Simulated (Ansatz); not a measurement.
## AlN₂H₆OF: molecular dynamics (part 3 of 3)

Continued. System: AlN₂H₆OF. Method: RKS PBE-D4/def2-SVP (Ansatz 0.2.0). It belongs to a series of runs on one base structure; here: dynamics from the highest image of the converged band.

Geometry of the input (Å):
```
Al -0.0687  0.1302  0.0076
F  -0.2652  -0.4846  1.6181
N  1.5575  0.1484  -0.7622
H  1.9206  -0.6412  -1.2997
H  2.2285  0.9153  -0.8157
N  -1.5604  -0.0873  -0.9477
H  -2.4516  -0.4189  -0.5755
H  -1.6434  0.1015  -1.9472
O  0.0411  1.9041  1.0202
H  0.9604  2.2330  1.0660
H  -0.0775  1.3642  1.8474
```

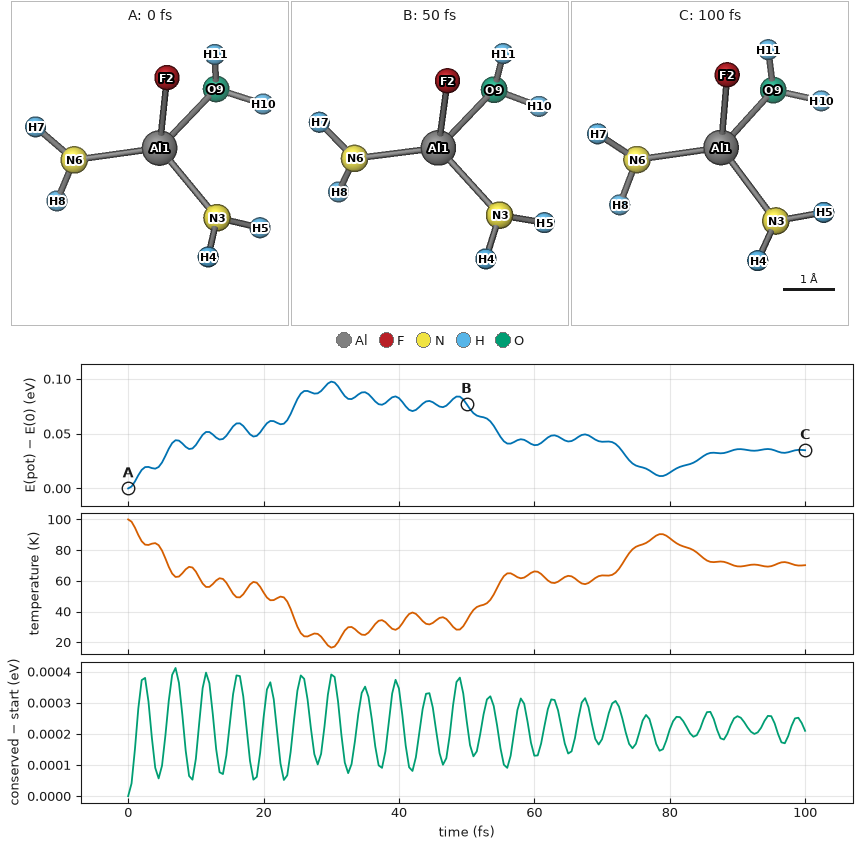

Figure 1. Frames of the molecular dynamics (ball-and-stick, seen at a tilt) above the curves, on which the letters mark them. The trajectory kept here has 201 frames over 100 fs. The temperature starts at 100 K, ranges from 16 to 100 K and averages 68 K over the second half. The potential energy ends 0.035 eV above its first value. The conserved quantity stays within 0.00041 eV. After an unweighted best fit of the last frame on the first, the root-mean-square displacement is 0.27 Å, and H5 has moved furthest (0.67 Å).

```
Total energy: -14422.94512664 eV, -530.0334571805 hartree
Atom 0 at    -0.033058     0.099153     0.038105 Å, force    -0.522575     0.065788    -0.262087 eV/Å
Atom 1 at    -0.268857    -0.474265     1.664200 Å, force     0.083316    -0.150378    -0.190008 eV/Å
Atom 2 at     1.541826     0.196211    -0.860738 Å, force    -0.053064    -0.372235     0.171687 eV/Å
Atom 3 at     1.734833    -0.594578    -1.495291 Å, force    -0.043304     0.235157     0.058194 eV/Å
Atom 4 at     2.378944     0.291779    -0.281839 Å, force     0.299478     0.049349     0.022059 eV/Å
Atom 5 at    -1.545707    -0.003164    -0.944726 Å, force     0.351429    -0.012835    -0.392549 eV/Å
Atom 6 at    -2.315029    -0.587868    -0.624725 Å, force    -0.232410    -0.095059    -0.005931 eV/Å
Atom 7 at    -1.566255     0.058118    -1.978540 Å, force     0.016026    -0.011106     0.601969 eV/Å
Atom 8 at    -0.007773     1.870765     0.980168 Å, force    -0.029123     0.313952    -0.201572 eV/Å
Atom 9 at     0.882281     2.256641     1.094928 Å, force    -0.046166    -0.003198     0.059175 eV/Å
Atom 10 at    -0.274035     1.461956     1.837208 Å, force     0.176393    -0.019434     0.139064 eV/Å
Dipole moment:     0.352709     0.302619     0.188497 e Å
```

Trajectory as extended XYZ (Å, eV, eV/Å), 9 of the 201 frames kept, from step=0 to step=200
```
11
Properties=species:S:1:pos:R:3:forces:R:3 step=0 time_fs=0.0 energy=-14422.97998 temperature=100.0
Al   -0.0687    0.1302    0.0076    0.0000  -0.0002   0.0002
F    -0.2652   -0.4846    1.6181    0.0001   0.0000  -0.0004
N     1.5575    0.1484   -0.7622    0.0000  -0.0001   0.0001
H     1.9206   -0.6412   -1.2997    0.0000   0.0000   0.0000
H     2.2285    0.9153   -0.8157    0.0000   0.0000   0.0000
N    -1.5604   -0.0873   -0.9477   -0.0001   0.0000   0.0000
H    -2.4516   -0.4189   -0.5755    0.0000   0.0000   0.0000
H    -1.6434    0.1015   -1.9472    0.0000   0.0000   0.0000
O     0.0411    1.9041    1.0202    0.0000   0.0000  -0.0001
H     0.9604    2.2330    1.0660    0.0000   0.0001   0.0000
H    -0.0775    1.3642    1.8474   -0.0001   0.0001   0.0002
11
Properties=species:S:1:pos:R:3:forces:R:3 step=25 time_fs=12.5 energy=-14422.93070 temperature=57.9
Al   -0.0890    0.1442    0.0011    0.9742  -0.1056   0.4774
F    -0.2453   -0.5097    1.5988   -0.0123   0.1185  -0.0130
N     1.5821    0.1287   -0.7150    0.0200   0.3322  -0.1023
H     1.8900   -0.6241   -1.3365   -0.0419   0.0022   0.0314
H     2.2613    0.9000   -0.8054   -0.3338  -0.2976   0.0744
N    -1.5584   -0.0950   -0.9319   -0.5190  -0.1935   0.1089
H    -2.4682   -0.3522   -0.5456    0.0297  -0.0353   0.0621
H    -1.6866    0.2930   -1.8517   -0.0982   0.1949  -0.6869
O     0.0293    1.9078    1.0010   -0.0176  -0.0219   0.1120
H     0.8916    2.3635    0.9242   -0.0499  -0.1110   0.1230
H     0.0362    1.3950    1.8562    0.0488   0.1169  -0.1870
11
Properties=species:S:1:pos:R:3:forces:R:3 step=50 time_fs=25.0 energy=-14422.89835 temperature=30.1
Al   -0.0703    0.1511    0.0128   -0.7081  -0.3077  -0.4044
F    -0.2262   -0.5273    1.5806   -0.0473   0.0420   0.2545
N     1.5838    0.1140   -0.6747   -0.2097  -0.3190  -0.2426
H     1.8336   -0.6145   -1.3499    0.0692   0.0840   0.0340
H     2.2345    0.8825   -0.7587    0.3504   0.3014  -0.0889
N    -1.5966   -0.0953   -0.9523    0.5919   0.5668  -0.3932
H    -2.4743   -0.3228   -0.4849   -0.1329  -0.0127  -0.0124
H    -1.7855    0.3973   -1.8501    0.0946  -0.4391   0.6780
O     0.0161    1.9154    0.9835    0.1325   0.0948   0.1517
H     0.8397    2.4266    0.8704    0.0502   0.0571  -0.0809
H     0.1312    1.4389    1.8420   -0.1909  -0.0676   0.1043
11
Properties=species:S:1:pos:R:3:forces:R:3 step=75 time_fs=37.5 energy=-14422.90356 temperature=34.4
Al   -0.0790    0.1436    0.0084   -0.1571  -0.1173  -0.1477
F    -0.2117   -0.5399    1.5797   -0.1547   0.1182   0.1113
N     1.5911    0.1041   -0.6607    0.1128   0.2102  -0.2632
H     1.8498   -0.5854   -1.3663   -0.0066  -0.1700  -0.0905
H     2.2681    0.8666   -0.7400   -0.0721   0.0172   0.0896
N    -1.5931   -0.0761   -0.9522   -0.1558  -0.0273   0.4615
H    -2.4649   -0.3116   -0.4542    0.2745  -0.0078  -0.1035
H    -1.8577    0.3830   -1.8229    0.1700   0.0413  -0.1443
O     0.0104    1.9283    0.9775   -0.1814   0.0274  -0.2285
H     0.8099    2.4689    0.8321    0.0511  -0.0855   0.1749
H     0.0724    1.4927    1.8577    0.1192  -0.0063   0.1404
11
Properties=species:S:1:pos:R:3:forces:R:3 step=100 time_fs=50.0 energy=-14422.90294 temperature=34.0
Al   -0.0915    0.1285   -0.0012    1.1100  -0.0187   0.5876
F    -0.2086   -0.5435    1.5869   -0.1639   0.1789  -0.0975
N     1.5998    0.1021   -0.6781   -0.2480   0.3057  -0.0872
H     1.8729   -0.5929   -1.3795    0.0589   0.1227   0.0451
H     2.2867    0.8695   -0.6686   -0.2154  -0.3480  -0.0579
N    -1.5797   -0.0491   -0.9279   -0.0926  -0.2126   0.2880
H    -2.4346   -0.3593   -0.4701   -0.2153  -0.0278  -0.0928
H    -1.7555    0.3315   -1.8431   -0.2142   0.1533  -0.5484
O    -0.0013    1.9415    0.9718    0.1314  -0.0774   0.3634
H     0.8380    2.4381    0.9045   -0.0121  -0.0160  -0.1159
H     0.0276    1.5406    1.8791   -0.1388  -0.0603  -0.2844
11
Properties=species:S:1:pos:R:3:forces:R:3 step=125 time_fs=62.5 energy=-14422.93177 temperature=58.8
Al   -0.0588    0.1126    0.0130   -0.5748   0.0536  -0.2013
F    -0.2179   -0.5339    1.5912   -0.0767   0.0847   0.2964
N     1.5747    0.1115   -0.7092    0.0716  -0.2104  -0.4276
H     1.9195   -0.5731   -1.3889   -0.1638   0.0112   0.0903
H     2.2984    0.8104   -0.5990    0.2839   0.3011   0.1164
N    -1.5949   -0.0253   -0.9180    0.3050   0.2553  -0.8988
H    -2.4802   -0.4156   -0.6055   -0.0933  -0.1153   0.2412
H    -1.6977    0.2246   -1.9225    0.1849  -0.1462   0.7198
O    -0.0104    1.9502    0.9712    0.0166  -0.2238  -0.2048
H     0.8767    2.3597    0.9503   -0.0178  -0.0260   0.1114
H    -0.0781    1.4691    1.8302    0.0645   0.0158   0.1570
11
Properties=species:S:1:pos:R:3:forces:R:3 step=150 time_fs=75.0 energy=-14422.95906 temperature=82.2
Al   -0.0483    0.0998    0.0206   -0.4873   0.1402  -0.2631
F    -0.2334   -0.5172    1.6153   -0.0251   0.0514   0.1902
N     1.5646    0.1349   -0.7647   -0.0752   0.3575   0.1709
H     1.8898   -0.5940   -1.3909    0.1519  -0.1894  -0.1888
H     2.3512    0.7299   -0.4913   -0.0085  -0.1531  -0.0584
N    -1.5873   -0.0008   -0.9214    0.0909  -0.3113   0.4944
H    -2.4333   -0.5018   -0.6023    0.4397   0.2473  -0.2152
H    -1.5895    0.1103   -1.9323   -0.1446   0.0091  -0.2067
O    -0.0140    1.9351    0.9692    0.0928  -0.2076  -0.0090
H     0.8956    2.2809    1.0597    0.0047   0.0568  -0.0373
H    -0.1743    1.4507    1.8162   -0.0393  -0.0010   0.1230
11
Properties=species:S:1:pos:R:3:forces:R:3 step=175 time_fs=87.5 energy=-14422.94791 temperature=72.6
Al   -0.0575    0.0948    0.0190    0.8882   0.1848   0.5623
F    -0.2512   -0.4963    1.6511   -0.0035   0.0288  -0.3551
N     1.5585    0.1687   -0.8250    0.1814  -0.0946   0.2389
H     1.8599   -0.6162   -1.4191   -0.1483   0.1541   0.0591
H     2.4215    0.5351   -0.3900   -0.3583  -0.1231  -0.0810
N    -1.5481    0.0127   -0.9228   -0.3176  -0.1738  -0.0537
H    -2.3172   -0.5652   -0.5978   -0.3220  -0.1448   0.1381
H    -1.5760    0.0314   -1.9346    0.0350   0.1234  -0.4348
O    -0.0103    1.8988    0.9723   -0.0378   0.0298   0.2934
H     0.8854    2.2566    1.1318   -0.0055   0.0127  -0.1195
H    -0.2699    1.4946    1.8423    0.0886   0.0027  -0.2476
11
Properties=species:S:1:pos:R:3:forces:R:3 step=200 time_fs=100.0 energy=-14422.94508 temperature=70.2
Al   -0.0331    0.0992    0.0381   -0.5226   0.0658  -0.2621
F    -0.2689   -0.4743    1.6642    0.0833  -0.1504  -0.1900
N     1.5418    0.1962   -0.8607   -0.0531  -0.3722   0.1717
H     1.7348   -0.5946   -1.4953   -0.0433   0.2352   0.0582
H     2.3789    0.2918   -0.2818    0.2995   0.0493   0.0221
N    -1.5457   -0.0032   -0.9447    0.3514  -0.0128  -0.3925
H    -2.3150   -0.5879   -0.6247   -0.2324  -0.0951  -0.0059
H    -1.5663    0.0581   -1.9785    0.0160  -0.0111   0.6020
O    -0.0078    1.8708    0.9802   -0.0291   0.3140  -0.2016
H     0.8823    2.2566    1.0949   -0.0462  -0.0032   0.0592
H    -0.2740    1.4620    1.8372    0.1764  -0.0194   0.1391
```

Key numbers

```json
{"quantity": "outcome", "value": "finished"}
{"quantity": "mean temperature over the second half", "value": "68 K"}
{"quantity": "trajectory", "value": "200 steps, 100 fs"}
{"quantity": "ensemble", "value": "nve"}
{"quantity": "temperature in the input", "value": "100.0 K"}
{"quantity": "time step", "value": "0.5 fs"}
{"quantity": "potential energy (last step)", "value": "−14422.9451 eV"}
{"quantity": "mean-field energy (last step)", "value": "−14422.7605 eV"}
{"quantity": "largest force (length of the vector) (last step)", "value": "0.602 eV/Å"}
{"quantity": "hardware", "value": "2 threads of Arm Neoverse V2, 24 GiB of memory available, shared host"}
{"quantity": "wall time", "value": "5 min (CPU time 9.8 min)"}
{"quantity": "peak memory", "value": "0.14 GiB"}
```

Remarks

So short a trajectory is not equilibrated.
